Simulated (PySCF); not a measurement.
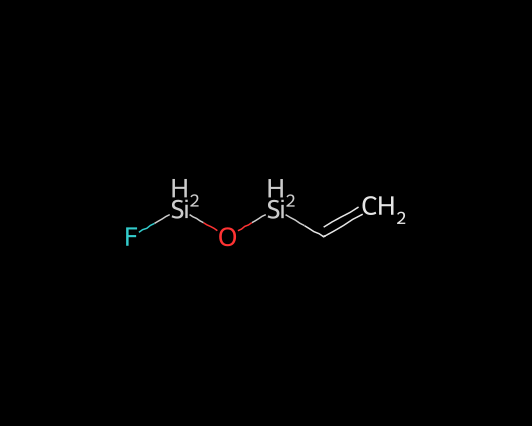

A structural formula.

**Give its SMILES.**

C=C[SiH2]O[SiH2]F

**What is the molecular formula?**

C2H7FOSi2.

**An optimisation with GFN2-xTB gave a structure of which point group?**

C1. Other conformers may differ.

More results for the same structure follow; atom numbers are the same in all pictures, views and colours differ. The geometry was computed by an optimisation with GFN2-xTB. No frequency run is at hand to confirm it as a minimum.

### Electronic properties

No frequency run is at hand to confirm it as a minimum. Properties computed with PBE0/def2-SVPD, gas phase (PySCF 2.14.0). Excitations: vertical, linear response.

Computed properties:

- dipole moment: 1.25 D
- HOMO energy (Kohn–Sham orbital): −8.10 eV
- LUMO energy (Kohn–Sham orbital): −0.65 eV
- HOMO–LUMO gap: 7.45 eV
- mean static polarisability: 76.3 bohr³
- lowest vertical singlet excitation: 6.45 eV
- its oscillator strength: 0.004
- brightest of the 6 lowest singlets: 7.44 eV
- its oscillator strength: 0.19

### Bond orders

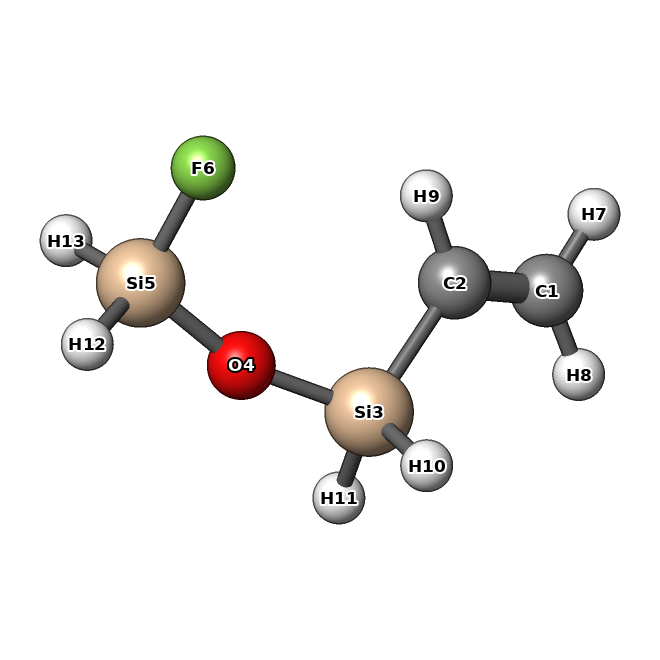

The thickness of each stick grows with its Mayer bond order. No frequency run is at hand to confirm it as a minimum. Computed with PBE0/pcSseg-1 (PySCF 2.14.0).

**Which bond has the highest Mayer bond order?**

C1–C2, 1.99, at a length of 1.324 Å.

List the Mayer bond orders of C1–C2, C1–H7, C1–H8, C2–Si3, C2–H9, Si3–O4, Si3–H10, Si3–H11, O4–Si5, Si5–F6, Si5–H12, Si5–H13.

```json
{"bond": "C1–C2", "Mayer order": "1.99", "length (Å)": "1.324"}
{"bond": "C1–H7", "Mayer order": "0.95", "length (Å)": "1.080"}
{"bond": "C1–H8", "Mayer order": "0.96", "length (Å)": "1.079"}
{"bond": "C2–Si3", "Mayer order": "0.88", "length (Å)": "1.882"}
{"bond": "C2–H9", "Mayer order": "0.94", "length (Å)": "1.085"}
{"bond": "Si3–O4", "Mayer order": "0.88", "length (Å)": "1.631"}
{"bond": "Si3–H10", "Mayer order": "0.92", "length (Å)": "1.465"}
{"bond": "Si3–H11", "Mayer order": "0.93", "length (Å)": "1.463"}
{"bond": "O4–Si5", "Mayer order": "1.01", "length (Å)": "1.602"}
{"bond": "Si5–F6", "Mayer order": "0.92", "length (Å)": "1.607"}
{"bond": "Si5–H12", "Mayer order": "0.91", "length (Å)": "1.449"}
{"bond": "Si5–H13", "Mayer order": "0.90", "length (Å)": "1.450"}
```

### NMR shielding

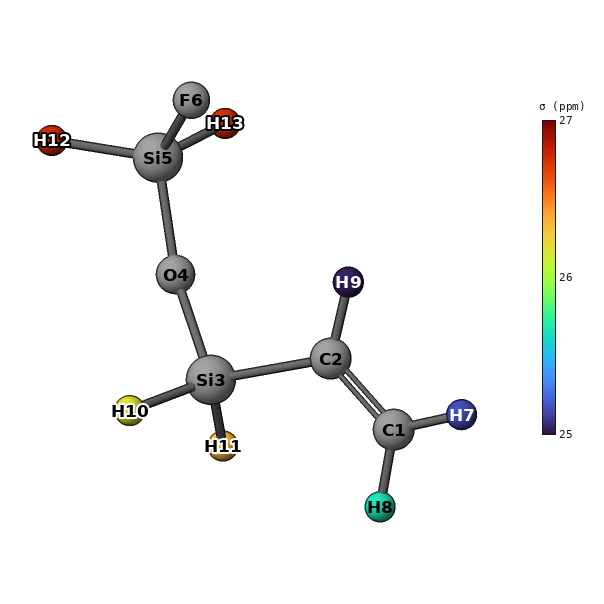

Atoms are coloured by their isotropic NMR shieldings (H only, the others grey). No frequency run is at hand to confirm it as a minimum. Properties computed with GIAO PBE0/pcSseg-1 NMR shielding, non-relativistic, gas phase (PySCF 2.14.0).

List the isotropic NMR shieldings of the H atoms.

```json
{"atom": "H7", "σ (ppm)": "25.17"}
{"atom": "H8", "σ (ppm)": "25.67"}
{"atom": "H9", "σ (ppm)": "25.05"}
{"atom": "H10", "σ (ppm)": "26.19"}
{"atom": "H11", "σ (ppm)": "26.34"}
{"atom": "H12", "σ (ppm)": "26.75"}
{"atom": "H13", "σ (ppm)": "26.74"}
```

### Quadrupole coupling

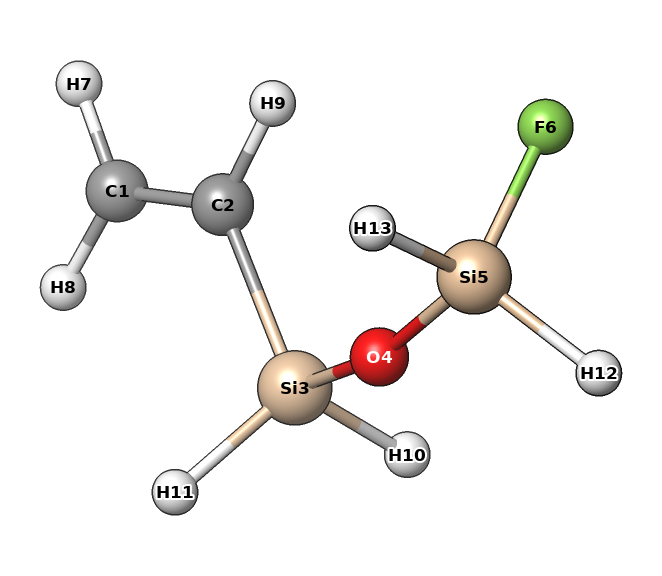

No frequency run is at hand to confirm it as a minimum. Electric field gradients from the ground-state density, PBE0/pcSseg-1 (PySCF 2.14.0), non-relativistic apart from any core potentials.

Give the largest field-gradient component, the quadrupole coupling constant and the asymmetry for 17O at O4 (Q = −25.6 mb).

```csv
atom,V_zz (a.u.),e²qQ/h (MHz),η
O4,1.088,−6.54,0.20
```

The geometry is semi-empirical. Around Si such bond lengths and angles can be off by a tenth of an ångström or more and by several degrees, and values that hang on the shape move with them.
